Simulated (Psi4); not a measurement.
# BNH6 (SMILES [BH3-][NH3+]): a chain of runs

We compute a structure relaxation (singlet BNH6, wB97X-D/def2-SVPD), then the energy (doublet [BNH6]+, U-wB97X-D/def2-SVPD), then a structure relaxation (doublet [BNH6]+, U-wB97X-D/def2-SVPD), then the energy (doublet [BNH6]−, U-wB97X-D/def2-SVPD), then a geometry optimisation (doublet [BNH6]−, U-wB97X-D/def2-SVPD) of BH6N. 

The results are computed with Psi4 1.11.

### Step 1. The structure to begin with

The species is BNH6 (8 atoms), meant as a singlet with charge 0. As SMILES, `[BH3-][NH3+]`. The coordinates come from a PBE0-D4/def2-TZVP relaxation. The run starts from this shape.

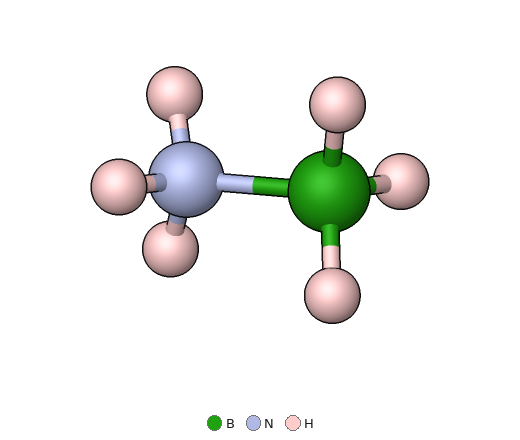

Viewed from a chosen angle; boron green, nitrogen light blue, hydrogen pink.

### Step 2. A geometry optimisation at wB97X-D/def2-SVPD (density fitting) (run 1)

job.inp reads:

```
memory 1600 mb

molecule system {
  B
  N 1 1.638759
  H 1 1.212228 2 105.26546
  H 1 1.212215 3 113.3285 2 -114.50882
  H 1 1.212161 4 113.33218 3 130.97902
  H 2 1.01489 1 110.90891 5 59.9411
  H 2 1.014951 6 107.99025 1 121.72399
  H 2 1.014915 6 107.99934 7 116.54912
  symmetry c1
}


energy_value, wavefunction = optimize('wb97x-d/def2-SVPD', return_wfn=True)
```

Command:

```console
$ psi4 -i job.inp -o job.out -n 1
```

job.out:

```text
[...]
  Running in c1 symmetry.
[...]
  Nuclear repulsion =   40.754556459560874
[...]
  Multiplicity = 1
[...]
  Nalpha       = 9
  Nbeta        = 9
[...]
    Number of basis functions: 88
[...]
   @DF-RKS iter   1:   -83.00148807495836   -4.30534e-01   5.57437e-03 ADIIS/DIIS
[...]
   @DF-RKS iter   6:   -83.13618004649058   -6.53699e-13   1.68065e-09 DIIS
[...]
    Orbital Energies [Eh]
    ---------------------
    Doubly Occupied:
       1A    -14.529545     2A     -6.795726     3A     -1.043738
       4A     -0.642842     5A     -0.642827     6A     -0.607090
       7A     -0.441725     8A     -0.356817     9A     -0.356810
[...]
  @DF-RKS Final Energy:   -83.13618004649058
   => Energetics <=
    Nuclear Repulsion Energy =             40.6056841813917799
    One-Electron Energy =                -190.6985162079764677
    Two-Electron Energy =                  75.8095378582343500
    DFT Exchange-Correlation Energy =      -8.8507914477514369
    Empirical Dispersion Energy =          -0.0020944303888078
    VV10 Nonlocal Energy =                  0.0000000000000000
    Total Energy =                        -83.1361800464905798
[...]
 Multipole Moments:
 ------------------------------------------------------------------------------------
     Multipole            Electronic (a.u.)      Nuclear  (a.u.)        Total (a.u.)
 ------------------------------------------------------------------------------------
 L = 1.  Multiply by 2.5417464519 to convert [e a0] to [Debye]
 Dipole X            :         -0.0005475            0.0006747            0.0001272
 Dipole Y            :          0.0001337           -0.0000804            0.0000533
 Dipole Z            :          1.6265143            0.5069450            2.1334593
 Magnitude           :                                                    2.1334593
[...]
  -Total Gradient:
     Atom            X                  Y                   Z
    ------   -----------------  -----------------  -----------------
       1        0.000002077564     0.000027532516    -0.000073625164
       2        0.000014292165     0.000001594382    -0.000054143391
       3       -0.000000269068    -0.000003265905    -0.000075046744
       4        0.000003697868     0.000017252739    -0.000050812796
       5        0.000001729323    -0.000003309177    -0.000081509894
       6       -0.000038129676    -0.000027054671    -0.000039687828
       7        0.000024965200     0.000009192345    -0.000041478115
       8        0.000000757867    -0.000025026173    -0.000142953025
[...]
```

The script printed:

```text
Optimizer: Optimization complete!
```

Wall time 32 s (1 thread of Intel Xeon 6975P-C (Granite Rapids), shared host); peak memory 0.74 GiB.

The path in brief:

```csv
step,energy from the first frame kept (eV),largest force (eV/Å)
0,0.0000,0.2312
1,-0.0043,0.0131
2,-0.0044,0.0087
3,-0.0042,0.0054
4,-0.0045,0.0061
5,-0.0045,0.0075
```

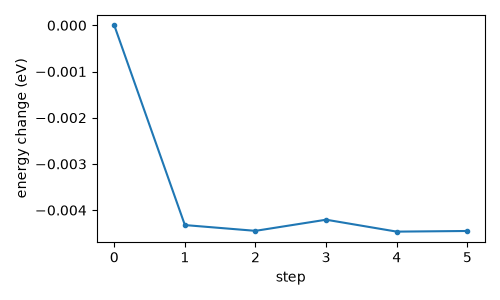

Energy along the run.

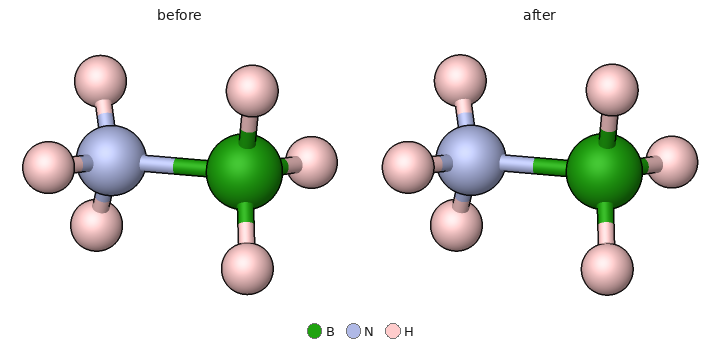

Before and after, at one scale.

After the run. Bond lengths: B1–N2 1.642 Å, B1–H3 1.223 Å, B1–H4 1.223 Å, B1–H5 1.223 Å, N2–H6 1.018 Å, N2–H7 1.018 Å, N2–H8 1.018 Å. Some angles: B1–N2–H6 110.8°, B1–N2–H7 110.9°, B1–N2–H8 110.8°, N2–B1–H3 105.2°, N2–B1–H4 105.2°, N2–B1–H5 105.2°, H6–N2–H7 108.1°, H6–N2–H8 108.1°, H7–N2–H8 108.1°, H3–B1–H4 113.4°.

### Step 3. The doublet cation: a single-point energy at U-wB97X-D/def2-SVPD (density fitting) (run 2)

bh6n.xyz reads:

```xyz
8
BH6N
B     -0.191580     0.251192    -0.776570
N      0.206886    -0.255554     0.733053
H     -0.077354    -0.736714    -1.487778
H     -1.342721     0.653197    -0.686688
H      0.611093     1.134603    -1.041413
H      0.140960     0.509877     1.400880
H      1.159623    -0.613369     0.755443
H     -0.416896    -0.998463     1.041431
```

bh6n.py reads:

```python
import psi4

psi4.set_memory('1600 MB')
psi4.set_num_threads(1)
psi4.set_output_file('output.dat', False)

with open('bh6n.xyz') as f:
    atoms = ''.join(f.readlines()[2:])
molecule = psi4.geometry('1 2\n' + atoms + 'symmetry c1')

psi4.set_options({
    'reference': 'uks',
})

e_tot = psi4.energy('wb97x-d/def2-SVPD')
print(f'total energy {e_tot:.8f} hartree = {e_tot * 27.211386:.5f} eV')
```

Command:

```console
$ python bh6n.py
```

output.dat:

```text
[...]
  Running in c1 symmetry.
[...]
  Nuclear repulsion =   40.605682692653524
[...]
  Multiplicity = 2
[...]
  Nalpha       = 9
  Nbeta        = 8
[...]
    Number of basis functions: 88
[...]
   @DF-UKS iter   1:   -82.67403913558296   -1.17311e-01   4.25954e-03 ADIIS/DIIS
[...]
   @DF-UKS iter  14:   -82.74858832992028    1.65632e-08   9.70670e-07 DIIS
[...]
   @S^2 Observed:                7.563720841E-01
[...]
    Orbital Energies [Eh]
    ---------------------
    Alpha Occupied:
       1A    -14.760439     2A     -7.124696     3A     -1.274721
       4A     -0.910131     5A     -0.874946     6A     -0.867773
       7A     -0.737875     8A     -0.724215     9A     -0.645652
    Alpha Virtual:
      10A     -0.125161    11A     -0.062671    12A     -0.047864
      13A     -0.044792    14A     -0.029661    15A     -0.026306
      16A     -0.016078    17A      0.023637    18A      0.034510
      19A      0.037937    20A      0.040601    21A      0.046946
      22A      0.103237    23A      0.106250    24A      0.109904
      25A      0.111524    26A      0.160927    27A      0.163640
[...]
  @DF-UKS Final Energy:   -82.74858832992028
   => Energetics <=
    Nuclear Repulsion Energy =             40.6056826926535237
    One-Electron Energy =                -185.8345049243284564
    Two-Electron Energy =                  71.1678845870866752
    DFT Exchange-Correlation Energy =      -8.6855562549098675
    Empirical Dispersion Energy =          -0.0020944304221424
    VV10 Nonlocal Energy =                  0.0000000000000000
    Total Energy =                        -82.7485883299202811
[...]
 Multipole Moments:
 ------------------------------------------------------------------------------------
     Multipole            Electronic (a.u.)      Nuclear  (a.u.)        Total (a.u.)
 ------------------------------------------------------------------------------------
 L = 1.  Multiply by 2.5417464519 to convert [e a0] to [Debye]
 Dipole X            :         -0.2557790            0.1223990           -0.1333800
 Dipole Y            :         -0.2691424           -0.1565822           -0.4257246
 Dipole Z            :          0.0616084            0.4663632            0.5279715
 Magnitude           :                                                    0.6912204
[...]
```

On the terminal:

```text
total energy -82.74858833 hartree = -2251.70378 eV
```

Wall time 12 s (1 thread of Intel Xeon 6975P-C (Granite Rapids), shared host); peak memory 0.69 GiB.

### Step 4. The doublet cation: a geometry optimisation at U-wB97X-D/def2-SVPD (density fitting) (run 3)

bh6n.inp reads:

```
memory 1600 mb

molecule m {
  1 2
  B     -0.191580     0.251192    -0.776570
  N      0.206886    -0.255554     0.733053
  H     -0.077354    -0.736714    -1.487778
  H     -1.342721     0.653197    -0.686688
  H      0.611093     1.134603    -1.041413
  H      0.140960     0.509877     1.400880
  H      1.159623    -0.613369     0.755443
  H     -0.416896    -0.998463     1.041431
  symmetry c1
}

set {
  basis def2-SVPD
  reference uks
  geom_maxiter 50
}

e_tot = opt("wb97x-d")
print_variables()
```

Command:

```console
$ psi4 -n 1 bh6n.inp bh6n.out
```

bh6n.out:

```text
[...]
  Running in c1 symmetry.
[...]
  Nuclear repulsion =   40.605682692653524
[...]
  Multiplicity = 2
[...]
  Nalpha       = 9
  Nbeta        = 8
[...]
    Number of basis functions: 88
[...]
   @DF-UKS iter   1:   -82.67403913558296   -1.17311e-01   4.25954e-03 DIIS/ADIIS
[...]
   @DF-UKS iter   7:   -82.79995190927029   -1.96110e-12   3.26813e-09 DIIS
[...]
   @S^2 Observed:                7.523252599E-01
[...]
  @DF-UKS Final Energy:   -82.79995190927029
   => Energetics <=
    Nuclear Repulsion Energy =             41.0851290857973979
    One-Electron Energy =                -186.7322300189433406
    Two-Electron Energy =                  71.5421065730809573
    DFT Exchange-Correlation Energy =      -8.6930965495364401
    Empirical Dispersion Energy =          -0.0018609996688808
    VV10 Nonlocal Energy =                  0.0000000000000000
    Total Energy =                        -82.7999519092702911
[...]
 Multipole Moments:
 ------------------------------------------------------------------------------------
     Multipole            Electronic (a.u.)      Nuclear  (a.u.)        Total (a.u.)
 ------------------------------------------------------------------------------------
 L = 1.  Multiply by 2.5417464519 to convert [e a0] to [Debye]
 Dipole X            :          0.3056050           -0.5428434           -0.2372384
 Dipole Y            :         -0.0896066           -0.4647482           -0.5543548
 Dipole Z            :          0.6389793           -0.0505673            0.5884120
 Magnitude           :                                                    0.8425081
[...]
  -Total Gradient:
     Atom            X                  Y                   Z
    ------   -----------------  -----------------  -----------------
       1       -0.000033076016    -0.000074142453     0.000101880952
       2        0.000014217490    -0.000009622388     0.000034046434
       3       -0.000050855987    -0.000072539777     0.000071302933
       4       -0.000035514607    -0.000090230442     0.000063355472
       5       -0.000080702056    -0.000063929826    -0.000026077053
       6        0.000014651742    -0.000017647999     0.000044967744
       7        0.000010569618    -0.000012754748     0.000047551119
       8        0.000008047186    -0.000028811544     0.000063964059
[...]
```

On the terminal:

```text
Optimizer: Optimization complete!
```

It took 80 s on 1 thread of Intel Xeon 6975P-C (Granite Rapids), shared host; peak memory 0.74 GiB.

The path in brief:

```csv
step,energy from the first frame kept (eV),largest force (eV/Å)
0,0.0000,5.7690
1,-0.6916,2.7832
2,-1.2017,0.7789
3,-1.3758,0.5009
4,-1.3934,0.1998
5,-1.3974,0.0618
6,-1.3976,0.0221
7,-1.3977,0.0158
8,-1.3977,0.0067
```

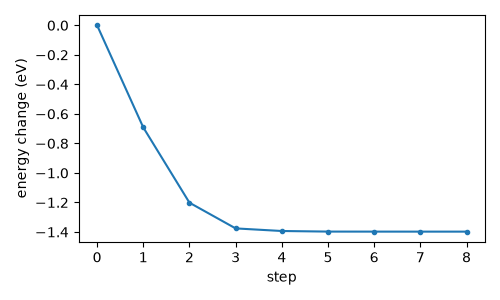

Energy along the run.

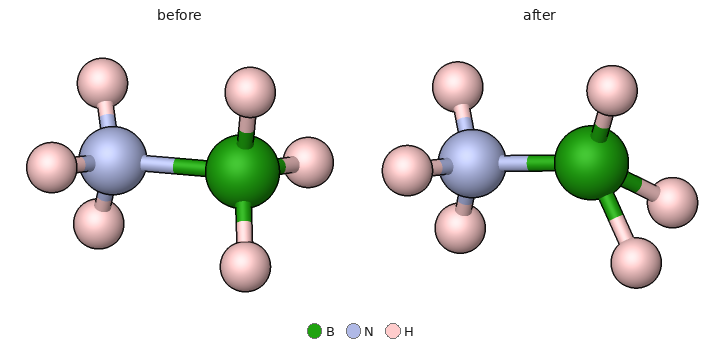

Before and after, at one scale.

After the run. Bond lengths: B1–N2 1.550 Å, B1–H3 1.280 Å, B1–H4 1.280 Å, B1–H5 1.187 Å, N2–H6 1.028 Å, N2–H7 1.028 Å, N2–H8 1.025 Å. Some angles: B1–N2–H6 110.6°, B1–N2–H7 110.6°, B1–N2–H8 115.1°, N2–B1–H3 113.5°, N2–B1–H4 113.5°, N2–B1–H5 119.2°, H6–N2–H7 105.6°, H6–N2–H8 107.2°, H7–N2–H8 107.2°, H3–B1–H4 55.0°.

### Step 5. The doublet anion: a single-point energy at U-wB97X-D/def2-SVPD (density fitting) (run 4)

job.inp reads:

```
memory 1600 MB

molecule mol {
  -1 2
  B
  N 1 R2
  H 1 R3 2 A3
  H 1 R4 3 A4 2 D4
  H 1 R5 4 A5 3 D5
  H 2 R6 1 A6 4 D6
  H 2 R7 6 A7 1 D7
  H 2 R8 6 A8 7 D8

  R2 = 1.641502
  R3 = 1.222629
  A3 = 105.23915
  R4 = 1.222625
  A4 = 113.35384
  D4 = -114.45103
  R5 = 1.222637
  A5 = 113.35789
  D5 = 131.06342
  R6 = 1.017951
  A6 = 110.82371
  D6 = -60.08893
  R7 = 1.017959
  A7 = 108.08879
  D7 = 121.65726
  R8 = 1.017897
  A8 = 108.08055
  D8 = 116.74857
  symmetry c1
}

set basis def2-SVPD
set reference uks

e_tot = energy("wb97x-d")
print_variables()
```

Command:

```console
$ psi4 job.inp job.out -n 1
```

job.out:

```text
[...]
  Running in c1 symmetry.
[...]
  Nuclear repulsion =   40.605682265017329
[...]
  Multiplicity = 2
[...]
  Nalpha       = 10
  Nbeta        = 9
[...]
    Number of basis functions: 88
[...]
   @DF-UKS iter   1:   -82.77012676276374   -2.13399e-01   7.61852e-03 ADIIS/DIIS
[...]
   @DF-UKS iter   9:   -83.08732721645436   -3.03482e-07   9.82819e-07 DIIS
[...]
   @S^2 Observed:                7.507081442E-01
[...]
    Orbital Energies [Eh]
    ---------------------
    Alpha Occupied:
       1A    -14.311144     2A     -6.630123     3A     -0.835028
       4A     -0.432643     5A     -0.432633     6A     -0.424500
       7A     -0.267642     8A     -0.194296     9A     -0.194292
      10A      0.048292
    Alpha Virtual:
      11A      0.223546    12A      0.267526    13A      0.267531
      14A      0.311383    15A      0.314299    16A      0.314301
      17A      0.354197    18A      0.354197    19A      0.403155
      20A      0.403374    21A      0.403382    22A      0.433166
      23A      0.433175    24A      0.435806    25A      0.466336
[...]
  @DF-UKS Final Energy:   -83.08732721645436
   => Energetics <=
    Nuclear Repulsion Energy =             40.6056822650173288
    One-Electron Energy =                -194.0520281211032056
    Two-Electron Energy =                  79.2526852433241658
    DFT Exchange-Correlation Energy =      -8.8915721734026576
    Empirical Dispersion Energy =          -0.0020944302899877
    VV10 Nonlocal Energy =                  0.0000000000000000
    Total Energy =                        -83.0873272164543550
[...]
 Multipole Moments:
 ------------------------------------------------------------------------------------
     Multipole            Electronic (a.u.)      Nuclear  (a.u.)        Total (a.u.)
 ------------------------------------------------------------------------------------
 L = 1.  Multiply by 2.5417464519 to convert [e a0] to [Debye]
 Dipole X            :         -0.0001076            0.0006752            0.0005676
 Dipole Y            :         -0.0001137           -0.0000822           -0.0001960
 Dipole Z            :         -0.2633738            0.5069454            0.2435716
 Magnitude           :                                                    0.2435724
[...]
```

It took 8.4 s on 1 thread of Intel Xeon 6975P-C (Granite Rapids), shared host; peak memory 0.69 GiB.

### Step 6. The doublet anion: a structure relaxation at U-wB97X-D/def2-SVPD (density fitting) (run 5)

input.in reads:

```
memory 1.6 GB

molecule geom {
  -1 2
  B     -0.191580     0.251192    -0.776570
  N      0.206886    -0.255554     0.733053
  H     -0.077354    -0.736714    -1.487778
  H     -1.342721     0.653197    -0.686688
  H      0.611093     1.134603    -1.041413
  H      0.140960     0.509877     1.400880
  H      1.159623    -0.613369     0.755443
  H     -0.416896    -0.998463     1.041431
  units angstrom
  symmetry c1
}

set basis def2-SVPD
set reference uks
set geom_maxiter 50

optimize("wb97x-d")
print_variables()
```

Command:

```console
$ psi4 input.in input.out -n 1
```

input.out:

```text
[...]
  Running in c1 symmetry.
[...]
  Nuclear repulsion =   40.605682692653524
[...]
  Multiplicity = 2
[...]
  Nalpha       = 10
  Nbeta        = 9
[...]
    Number of basis functions: 88
[...]
   @DF-UKS iter   1:   -82.77012693343693   -2.13399e-01   7.61852e-03 ADIIS/DIIS
[...]
   @DF-UKS iter   9:   -83.08933875623586   -1.72662e-11   4.44996e-09 DIIS
[...]
   @S^2 Observed:                7.507363740E-01
[...]
  @DF-UKS Final Energy:   -83.08933875623586
   => Energetics <=
    Nuclear Repulsion Energy =             40.5073835069764172
    One-Electron Energy =                -193.8846859035798786
    Two-Electron Energy =                  79.1673241682173483
    DFT Exchange-Correlation Energy =      -8.8773446938057550
    Empirical Dispersion Energy =          -0.0020158340439952
    VV10 Nonlocal Energy =                  0.0000000000000000
    Total Energy =                        -83.0893387562358612
[...]
 Multipole Moments:
 ------------------------------------------------------------------------------------
     Multipole            Electronic (a.u.)      Nuclear  (a.u.)        Total (a.u.)
 ------------------------------------------------------------------------------------
 L = 1.  Multiply by 2.5417464519 to convert [e a0] to [Debye]
 Dipole X            :         -0.0641066            0.1183025            0.0541959
 Dipole Y            :          0.0813484           -0.1512092           -0.0698609
 Dipole Z            :         -0.2430558            0.4498953            0.2068395
 Magnitude           :                                                    0.2249451
[...]
  -Total Gradient:
     Atom            X                  Y                   Z
    ------   -----------------  -----------------  -----------------
       1        0.000021613621    -0.000029726740     0.000066085358
       2       -0.000035196898     0.000010770370    -0.000000872608
       3       -0.000005629777     0.000003630370    -0.000024412589
       4        0.000003387062    -0.000003329035    -0.000001281138
       5        0.000000197115    -0.000000404972    -0.000004396984
       6       -0.000022132520    -0.000013960210    -0.000010486536
       7        0.000023398259     0.000011614620    -0.000023331248
       8       -0.000020992159     0.000011683776     0.000027665477
[...]
```

Standard output:

```text
Optimizer: Optimization complete!
```

Run time: 50 s. Hardware: 1 thread of Intel Xeon 6975P-C (Granite Rapids), shared host; peak memory 0.74 GiB.

The path in brief:

```csv
step,energy from the first frame kept (eV),largest force (eV/Å)
0,0.0000,1.4502
1,-0.0458,0.6927
2,-0.0541,0.1021
3,-0.0547,0.0178
4,-0.0547,0.0039
```

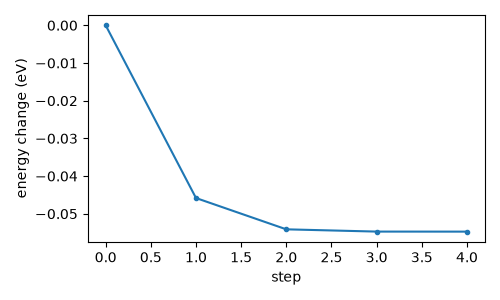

Energy along the run.

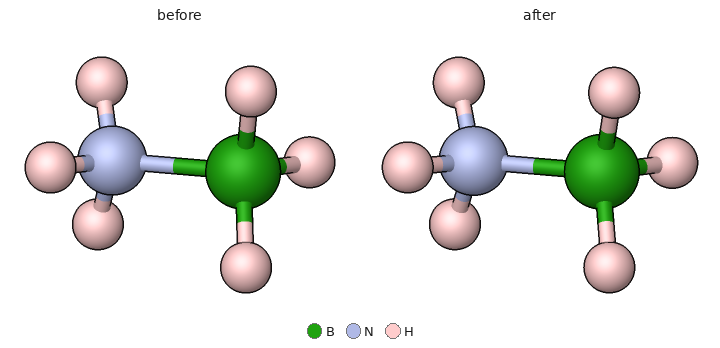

Before and after, at one scale.

After the run. Bond lengths: B1–N2 1.609 Å, B1–H3 1.230 Å, B1–H4 1.230 Å, B1–H5 1.230 Å, N2–H6 1.036 Å, N2–H7 1.036 Å, N2–H8 1.036 Å. Some angles: B1–N2–H6 113.6°, B1–N2–H7 113.6°, B1–N2–H8 113.5°, N2–B1–H3 107.9°, N2–B1–H4 107.9°, N2–B1–H5 107.9°, H6–N2–H7 105.1°, H6–N2–H8 105.1°, H7–N2–H8 105.1°, H3–B1–H4 111.0°.

### Step 7. Summary of results

| quantity | value |
| --- | --- |
| run 1, wB97X-D/def2-SVPD: total energy at the end | -83.13618 Eh |
| run 1, wB97X-D/def2-SVPD: dipole moment | 5.42 D |
| run 1, wB97X-D/def2-SVPD: HOMO energy | -9.71 eV |
| run 1, wB97X-D/def2-SVPD: LUMO energy | 1.44 eV |
| run 1, wB97X-D/def2-SVPD: HOMO–LUMO gap | 11.15 eV |
| run 1, wB97X-D/def2-SVPD: dispersion energy | -5.50 kJ/mol |
| doublet cation, run 2: total energy | -82.74859 Eh |
| doublet cation, run 2: HOMO energy (highest over α and β) | -17.22 eV |
| doublet cation, run 2: LUMO energy (lowest over α and β) | -11.38 eV |
| doublet cation, run 2: dispersion energy | -5.50 kJ/mol |
| doublet cation, run 2: ⟨S²⟩ | 0.756 |
| doublet cation, run 3: total energy at the end | -82.79995 Eh |
| doublet cation, run 3: HOMO energy (highest over α and β) | -15.56 eV |
| doublet cation, run 3: LUMO energy (lowest over α and β) | -7.77 eV |
| doublet cation, run 3: dispersion energy | -4.89 kJ/mol |
| doublet cation, run 3: ⟨S²⟩ | 0.752 |
| doublet anion, run 4: total energy | -83.08733 Eh |
| doublet anion, run 4: HOMO energy (highest over α and β) | 1.31 eV |
| doublet anion, run 4: LUMO energy (lowest over α and β) | 6.08 eV |
| doublet anion, run 4: dispersion energy | -5.50 kJ/mol |
| doublet anion, run 4: ⟨S²⟩ | 0.751 |
| doublet anion, run 5: total energy at the end | -83.08934 Eh |
| doublet anion, run 5: HOMO energy (highest over α and β) | 1.22 eV |
| doublet anion, run 5: LUMO energy (lowest over α and β) | 6.10 eV |
| doublet anion, run 5: dispersion energy | -5.29 kJ/mol |
| doublet anion, run 5: ⟨S²⟩ | 0.751 |
| adiabatic electron affinity (to the doublet anion, no zero-point term) | -1.275 eV |
| adiabatic ionisation energy (to the doublet cation, no zero-point term) | 9.149 eV |

The adiabatic electron affinity (to the doublet anion, no zero-point term) is −1.27 eV (−123 kJ/mol). A negative value puts this state of the anion above the relaxed parent: the electron is not bound at this level, and such a value depends on the basis. The adiabatic ionisation energy (to the doublet cation, no zero-point term) is 9.15 eV (211 kcal/mol). The optimisation (run 1, wB97X-D/def2-SVPD) took 6 steps and changed the energy by -0.004 eV. The optimisation (doublet cation, run 3) took 9 steps and changed the energy by -1.398 eV. The HOMO (doublet anion, run 4) lies at positive energy, 1.31 eV; only total energies tell whether the electron is bound.
